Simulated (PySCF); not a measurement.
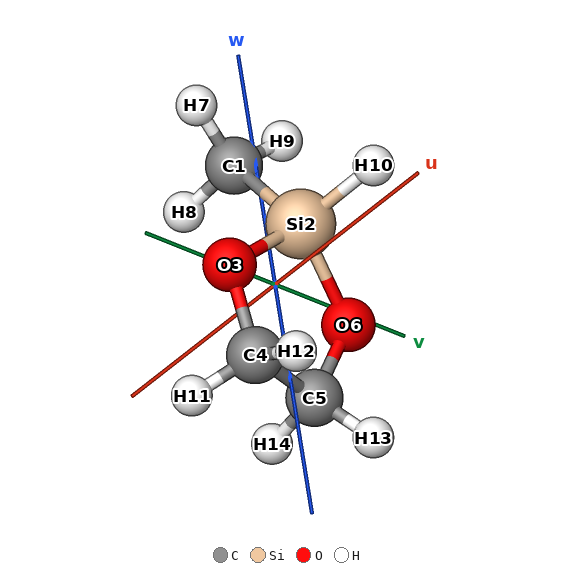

The lines u, v and w are the principal axes of the static dipole polarisability. Computed geometry: GFN2-xTB optimisation. No frequency run is at hand to confirm it as a minimum. Computed with PBE0/def2-SVPD (PySCF 2.14.0).

Question. Along which axis is the molecule most polarisable, and along which least?

Answer. Most along w (close to the long direction C1···C4), least along v.

Question. Give the three principal values.

Answer. u 59.9, v 57.3, w 75.1 bohr³; mean 64.1, anisotropy 16.7 bohr³.

The geometry is semi-empirical. Around Si such bond lengths and angles can be off by a tenth of an ångström or more and by several degrees, and values that hang on the shape move with them.
